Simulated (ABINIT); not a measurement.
# Quasiparticle gap of LiCl (Fm-3m) in ABINIT, part 2 of 2

Aim: the G0W0 gap of LiCl (Fm-3m) on LDA, step by step.

ABINIT 10.8.3; LDA and many-body steps on it, plane waves. Known limits of the many-body steps: not at the basis limit; coarse k mesh.

So far. Step 2 (Ground state): The gap is direct, at Γ. Step 3 (Bands along the symmetry lines): The gap is 5.985 eV, −0.004 eV from the run before at this level.

The database entry behind the starting cell differs from later determinations by our own check (0.1 to 0.3 % short, probably kX units), so it need not match the best structure at ambient conditions.

### Step 4. Empty states on the mesh, 4×4×4 mesh, 89 bands

Level of this step: DFT, LDA, plane waves, norm-conserving pseudopotentials (ABINIT).

The sums over transitions need many empty states on a uniform mesh; this step solves for them.

Input file run.abi:

```
acell 3*1.0 Angstrom
rprim 
  0.000000000000 2.564770000000 2.564770000000
  2.564770000000 0.000000000000 2.564770000000
  2.564770000000 2.564770000000 -0.000000000000
ntypat 2
znucl 3 17
natom 2
typat 1 2
xred 
  0.000000000000 0.000000000000 0.000000000000
  0.500000000000 0.500000000000 0.500000000000
pp_dirpath "pseudos"
pseudos "Li.upf, Cl.upf"
ecut 33
ngkpt 4 4 4
nshiftk 1
shiftk 0 0 0
kptopt 1
chksymbreak 0
irdden 1
istwfk *1
nband 89
prtvol 0
optdriver 6
gwr_task "HDIAGO"
paral_kgb 0
occopt 1
indata_prefix "in"
outdata_prefix "out"
tmpdata_prefix "tmp"
```

On the command line:

```bash
> OMP_NUM_THREADS=1 mpirun -n 4 abinit run.abi > log
```

Numbers of over 12 decimals in the logs are rounded to 6 here.

What it wrote:

```text
[banner, memory and clock lines left out]
.Version 10.8.3 of ABINIT. v10.8.2 released Aug 2026.

 Symmetries : space group Fm -3 m (#225); Bravais cF (face-center cubic)
[... echo of the input left out ...]
== DATASET  1 ==================================================================
-   mpi_nproc: 4, omp_nthreads: 1 (-1 if OMP is not activated)

--- !DatasetInfo
iteration_state: {dtset: 1, }
dimensions: {natom: 2, nkpt: 8, mband: 89, nsppol: 1, nspinor: 1, nspden: 1, mpw: 2085, }
cutoff_energies: {ecut:  33.0, pawecutdg:  -1.0, }
electrons: {nelect:   1.00000000E+01, charge:   0.00000000E+00, occopt:   1.00000000E+00, tsmear:   1.00000000E-02, }

.Using double precision arithmetic; gwpc =  8

- Reading GS density from: in_DEN

--- Pseudopotential description ------------------------------------------------
- Li Generated using ONCVPSP code by D. R. Hamann
-  3.00000   3.00000  180309                  znucl, zion, pspdat
12 -1012 1 -1 1944                            pspcod,pspxc,lmax,lloc,mmax
     nproj     2     2     0
  pspatm : epsatm=    2.61415252
         --- l  ekb(1:nproj) -->
             0   -4.854561   -1.448487
             1   -2.179236   -0.444438
 pspatm: atomic psp has been read  and splines computed

- Cl Generated using ONCVPSP code by D. R. Hamann
- 17.00000   7.00000  180309                  znucl, zion, pspdat
12 -1012 2 -1 1016                            pspcod,pspxc,lmax,lloc,mmax
     nproj     2     2     2
  pspatm : epsatm=    8.88507506
         --- l  ekb(1:nproj) -->
             0    8.195043    0.715728
             1    3.854313    1.104197
             2   -2.920207   -0.831515
 pspatm: atomic psp has been read  and splines computed

   1.14992276E+02                                ecore*ucvol(ha*bohr**3)

 Total charge density [el/Bohr^3]
)     Maximum=    2.7294E+00  at reduced coord.    0.0000    0.0000    0.0000
)     Minimum=    3.7657E-03  at reduced coord.    0.2500    0.2500    0.2500
   Integrated=    1.0000E+01

 === KS gaps after direct diagonalization ===
 Direct band gap semiconductor
 Fundamental gap:     5.989 (eV)
   VBM:     0.082 (eV) at k: [ 0.0000E+00,  0.0000E+00,  0.0000E+00]
   CBM:     6.071 (eV) at k: [ 0.0000E+00,  0.0000E+00,  0.0000E+00]
 Direct gap:         5.989 (eV) at k: [ 0.0000E+00,  0.0000E+00,  0.0000E+00]

== END DATASET(S) ==============================================================

 -outvars: echo values of variables after computation  --------
           etotal      0.0000000000E+00
            nband          89
             nkpt           8
          spgroup         225
 [... the other variables as echoed above ...]

 Calculation completed.
```

Elapsed: 15 s, on 4 MPI ranks of Arm Neoverse V2, shared host; peak memory 1.1 GiB; 59 s of CPU time.

Numbers from this step:

- gap: 5.989 eV
- k of the valence top: 0, 0, 0
- k of the conduction bottom: 0, 0, 0
- least direct gap: 5.989 eV
- k points computed: 8
- lowest point of the top converged band, above the valence top: 92.4446 eV

On this mesh the gap is 5.989 eV.

### Step 5. Screening, 4×4×4 mesh, 81 bands, screening to 163.3 eV

The RPA dielectric matrix is built and inverted for each q.

This step: RPA screening on LDA, plane waves, norm-conserving pseudopotentials.

Edit run.abi of step 4 so:

```diff
@@ -20,10 +20,11 @@
 chksymbreak 0
-irdden 1
 istwfk *1
-nband 89
-prtvol 0
-optdriver 6
-gwr_task "HDIAGO"
-paral_kgb 0
 occopt 1
+irdwfk 1
+optdriver 3
+nband 81
+ecuteps 6
+inclvkb 2
+awtr 1
+symchi 1
 indata_prefix "in"
```

What it wrote:

```text
.Version 10.8.3 of ABINIT. v10.8.2 released Aug 2026.

 Symmetries : space group Fm -3 m (#225); Bravais cF (face-center cubic)
[... echo of the input left out ...]
== DATASET  1 ==================================================================
-   mpi_nproc: 4, omp_nthreads: 1 (-1 if OMP is not activated)

--- !DatasetInfo
iteration_state: {dtset: 1, }
dimensions: {natom: 2, nkpt: 8, mband: 81, nsppol: 1, nspinor: 1, nspden: 1, mpw: 2085, }
cutoff_energies: {ecut:  33.0, pawecutdg:  -1.0, }
electrons: {nelect:   1.00000000E+01, charge:   0.00000000E+00, occopt:   1.00000000E+00, tsmear:   1.00000000E-02, }

 SCREENING: Calculation of the susceptibility and dielectric matrices

 Based on a program developped by R.W. Godby, V. Olevano, G. Onida, and L. Reining.
 Incorporated in ABINIT by V. Olevano, G.-M. Rignanese, and M. Torrent.
.Using double precision arithmetic ; gwpc =  8

[... cell and pseudopotentials left out ...]
--------------------------------------------------------------------------------

 ==== K-mesh for the wavefunctions ====
 Number of points in the irreducible wedge :     8
[... list of points left out ...]
 Together with 48 symmetry operations and time-reversal symmetry
 yields    64 points in the full Brillouin Zone.

 ==== Q-mesh for the screening function ====
 Number of points in the irreducible wedge :     8
[... list of points left out ...]
 Together with 48 symmetry operations and time-reversal symmetry
 yields    64 points in the full Brillouin Zone.

 setmesh: FFT mesh size selected  =    25x   25x   25
          total number of points  =        15625

 vcoul_init : cutoff-mode = AUXILIARY_FUNCTION
 q-points for optical limit:   1
     1)      0.000010    0.000020    0.000030

- screening: taking advantage of time-reversal symmetry
- Maximum band index for partially occupied states nbvw = 5
- Remaining bands to be divided among processors   nbcw = 76
- Number of bands treated by each node ~19

 Number of electrons calculated from density =   10.0000; Expected =   10.0000
 average of density, n =  0.043917
 r_s =    1.7583
 omega_plasma =   20.2148 [eV]

 calculating chi0 at frequencies [eV] :
  1    0.000000E+00    0.000000E+00
  2    0.000000E+00    2.021481E+01

--------------------------------------------------------------------------------
  q-point number  1        q = ( 0.000000, 0.000000, 0.000000) [r.l.u.]
--------------------------------------------------------------------------------
[... chi0 elements left out ...]
 For q-point:  0.000010 0.000020 0.000030
  dielectric constant =   3.0039
  dielectric constant without local fields =   3.5200

  Average fulfillment of the sum rule on Im[epsilon] for q-point    1 :     75.96  [%]
[... wings left out ...]
  q-point number  2        q = ( 0.250000, 0.000000, 0.000000) [r.l.u.]
--------------------------------------------------------------------------------
[... chi0 elements left out ...]
  Average fulfillment of the sum rule on Im[epsilon] for q-point    2 :     83.46  [%]

 [... 6 further q-points ...]
```

Elapsed: 5.6 s, on 4 MPI ranks; peak memory 0.51 GiB; 22 s of CPU time.

Numbers from this step:

```
ε∞ with local fields, on this mesh, along the program's q direction : 3.004
the same without local fields                                       : 3.52
plasma frequency                                                    : 20.21 eV
plane waves in the screening matrix                                 : 169
```

Local fields lower ε∞ by 15 %. On a Γ-centred mesh this coarse the value itself is usually too large, while a short band sum pulls it down.

### Step 6. Self-energy, 4×4×4 mesh, 81 bands, screening to 163.3 eV

The self-energy is evaluated for the states that the input lists, and the levels follow from it, in one-shot runs by the linearised quasiparticle equation.

This step: G0W0 on LDA, plane waves, norm-conserving pseudopotentials.

Edit run.abi of step 5 so:

```diff
@@ -23,8 +23,15 @@
 irdwfk 1
-optdriver 3
+optdriver 4
 nband 81
+gwcalctyp 0
+ecutsigx 33
+symsigma 1
+nkptgw 1
+kptgw 
+  0.0000000000 0.0000000000 0.0000000000
+bdgw 
+  3 9
 ecuteps 6
-inclvkb 2
-awtr 1
-symchi 1
+irdscr 1
+ppmodel 1
 indata_prefix "in"
```

What it wrote:

```text
.Version 10.8.3 of ABINIT. v10.8.2 released Aug 2026.

 Symmetries : space group Fm -3 m (#225); Bravais cF (face-center cubic)
[... echo of the input left out ...]
== DATASET  1 ==================================================================
-   mpi_nproc: 4, omp_nthreads: 1 (-1 if OMP is not activated)

--- !DatasetInfo
iteration_state: {dtset: 1, }
dimensions: {natom: 2, nkpt: 8, mband: 81, nsppol: 1, nspinor: 1, nspden: 1, mpw: 2085, }
cutoff_energies: {ecut:  33.0, pawecutdg:  -1.0, }
electrons: {nelect:   1.00000000E+01, charge:   0.00000000E+00, occopt:   1.00000000E+00, tsmear:   1.00000000E-02, }

 SIGMA: Calculation of the GW corrections

 Based on a program developped by R.W. Godby, V. Olevano, G. Onida, and L. Reining.
 Incorporated in ABINIT by V. Olevano, G.-M. Rignanese, and M. Torrent.
.Using double precision arithmetic ; gwpc =  8

[... cell and pseudopotentials left out ...]
--------------------------------------------------------------------------------

 ==== K-mesh for the wavefunctions ====
 Number of points in the irreducible wedge :     8
[... list of points left out ...]
 Together with 48 symmetry operations and time-reversal symmetry
 yields    64 points in the full Brillouin Zone.

 ==== Q-mesh for screening function ====
 Number of points in the irreducible wedge :     8
[... list of points left out ...]
 Together with 48 symmetry operations and time-reversal symmetry
 yields    64 points in the full Brillouin Zone.

 vcoul_init : cutoff-mode = AUXILIARY_FUNCTION
 q-points for optical limit:   1
     1)      0.000010    0.000020    0.000030
 setmesh: FFT mesh size selected  =    36x   36x   36
          total number of points  =        46656

 Number of electrons calculated from density =   10.0000; Expected =   10.0000
 average of density, n =  0.043917
 r_s =    1.7583
 omega_plasma =   20.2148 [eV]

 === KS Band Gaps ===
  >>>> For spin  1
   Minimum direct gap =   5.9890 [eV], located at k-point      :   0.0000  0.0000  0.0000
   Fundamental gap    =   5.9890 [eV], Top of valence bands at :   0.0000  0.0000  0.0000
                                       Bottom of conduction at :   0.0000  0.0000  0.0000
 SIGMA fundamental parameters:
 PLASMON POLE MODEL  1
 number of plane-waves for SigmaX                 2085
 number of plane-waves for SigmaC and W            169
 number of plane-waves for wavefunctions          2085
 number of bands                                    81
 number of independent spin polarizations            1
 number of spinorial components                      1
 number of k-points in IBZ                           8
 number of q-points in IBZ                           8
 number of symmetry operations                      48
 number of k-points in BZ                           64
 number of q-points in BZ                           64
 number of frequencies for dSigma/dE                 9
 frequency step for dSigma/dE [eV]                0.25
 number of omega for Sigma on real axis              0
 max omega for Sigma on real axis  [eV]           0.00
 zcut for avoiding poles [eV]                     0.10

 EPSILON^-1 parameters (SCR file):
 dimension of the eps^-1 matrix on file            169
 dimension of the eps^-1 matrix used               169
 number of plane-waves for wavefunctions          2085
 number of bands                                    81
 number of q-points in IBZ                           8
 number of frequencies                               2
 number of real frequencies                          1
 number of imag frequencies                          1

 matrix elements of self-energy operator (all in [eV])

 Perturbative Calculation

--- !SelfEnergy_ee
iteration_state: {dtset: 1, }
kpoint     : [   0.000,    0.000,    0.000, ]
spin       : 1
KS_gap     :    5.989
QP_gap     :    8.906
Delta_QP_KS:    2.917
data: !SigmaeeData |
     Band     E0 <VxcDFT>   SigX SigC(E0)      Z dSigC/dE  Sig(E)    E-E0       E
        3   0.082 -14.528 -18.906   2.134   0.800  -0.250 -16.323  -1.794  -1.712
        4   0.082 -14.528 -18.906   2.134   0.800  -0.250 -16.323  -1.794  -1.712
        5   0.082 -14.528 -18.906   2.134   0.800  -0.250 -16.323  -1.794  -1.712
        6   6.071  -9.728  -4.830  -3.565   0.842  -0.187  -8.605   1.123   7.194
        7  11.664  -9.876  -4.327  -3.781   0.832  -0.202  -8.405   1.470  13.135
        8  11.664  -9.876  -4.327  -3.781   0.832  -0.202  -8.405   1.470  13.135
        9  11.664  -9.876  -4.327  -3.781   0.832  -0.202  -8.405   1.470  13.135

== END DATASET(S) ==============================================================
================================================================================

 -outvars: echo values of variables after computation  --------
           etotal      0.0000000000E+00
            nband          81
             nkpt           8
          spgroup         225
 [... the other variables as echoed above ...]

 Calculation completed.
```

Run time: 3.1 s. Hardware: 4 MPI ranks; peak memory 0.35 GiB; 12 s of CPU time.

This step gave:

* G0W0 gap on the points computed: 8.906 eV
* starting gap on the mesh: 5.989 eV
* k of the valence top: 0, 0, 0
* k of the conduction bottom: 0, 0, 0
* Z at the valence top: 0.8
* Z at the conduction bottom: 0.842
* least direct G0W0 gap on the computed points: 8.906 eV

The gap on the mesh goes from 5.99 eV to 8.91 eV, a correction of +2.92 eV.

Limits: finite bands, cutoff and mesh; coarse k mesh. v1 is the top filled band, c1 the lowest empty one. Levels before and after the correction, in eV, zero at the valence-band top of each column:

|  | conduction bottom | valence top |
| --- | --- | --- |
| Kohn-Sham | 5.99 | 0.00 |
| G0W0 | 8.91 | 0.00 |

|  | level | energy (eV) |
| --- | --- | --- |
| Kohn-Sham | Γ v3-v1 | 0.000 |
| Kohn-Sham | Γ c1 | 5.989 |
| Kohn-Sham | Γ c2-c4 | 11.582 |
| G0W0 | Γ v3-v1 | 0.000 |
| G0W0 | Γ c1 | 8.906 |
| G0W0 | Γ c2-c4 | 14.847 |

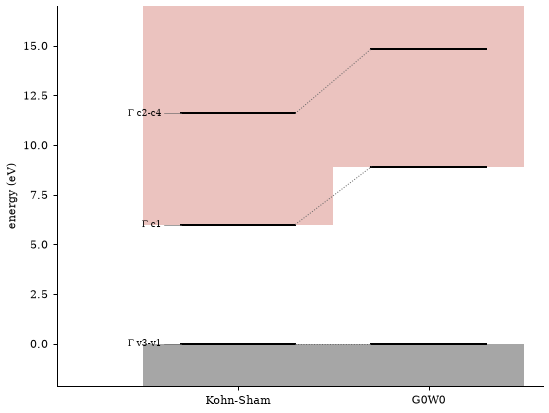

Levels before and after the correction. Shaded: valence and conduction bands.

### Step 7. Where the time went

Times are wall times on 4 MPI ranks of Arm Neoverse V2, shared host, good to a factor of about two.

| step | time | share | memory (GiB) |
| --- | --- | --- | --- |
| ground state | 4.9 s | 15 % | 0.27 |
| bands along the symmetry lines | 4.6 s | 14 % | 0.25 |
| empty states on the mesh | 15 s | 45 % | 1.1 |
| screening | 5.6 s | 17 % | 0.51 |
| self-energy | 3.1 s | 9 % | 0.35 |

### Step 8. Summary of results

```
LDA gap              : 5.99 eV, indirect (only 4 meV under the direct gap)
G0W0 gap on the mesh : 8.91 eV
GW settings          : 4×4×4 mesh, 81 bands, screening to 163.3 eV, Godby-Needs plasmon pole
known limits         : not at the basis limit; coarse k mesh
```

What this shows: G0W0 moves the gap on the mesh from 5.99 eV to 8.91 eV (+2.92 eV), with Z of 0.80 and 0.84 at the edges. Local fields lower the RPA ε∞ on this mesh from 3.52 to 3.00; a Γ-centred mesh this coarse tends to raise both, most where the direct gap is narrow, while a short band sum lowers them. Only 1 of the mesh's irreducible points was corrected, so a valley elsewhere could overtake. The dearest step here is «empty states on the mesh». Bands and cutoff are finite, so the gap is not at the basis limit. The miss can reach some tenths of an eV and take either sign; the mesh is an error of its own. In the G0W0 run levels were corrected at 1 k point alone, so a gap called «on the mesh» is the least over those, and an edge elsewhere would be missed. The 4×4×4 mesh is coarse for this cell, which bears on the long-range parts of exchange and screening.

[Paths, hosts, dates, memory and timing lines, banners, echoed tables and standing remarks are left out of the program output.]

[Logs are printed without paths, hosts, clocks, repeated set-up lines and the standing remarks that a program may print on its own settings, such as how far it seeks lower states.]

[Runs of the session that timed out or met a known fault of the program may be left out.]

[Hosts, paths, dates, database ids (printed as entryN), source tags and the programs' standing remarks are cut or masked in the printed files.]

[G0W0 gaps are taken among the corrected bands and points alone; a level outside them can change the order at an edge.]

[Where Ansatz stands beside ABINIT at settings called matched, ABINIT's density can come from a denser mesh and the files from another edition; pairs whose starting gaps differed by over 0.03 eV were left out, so agreement reads better than it is.]
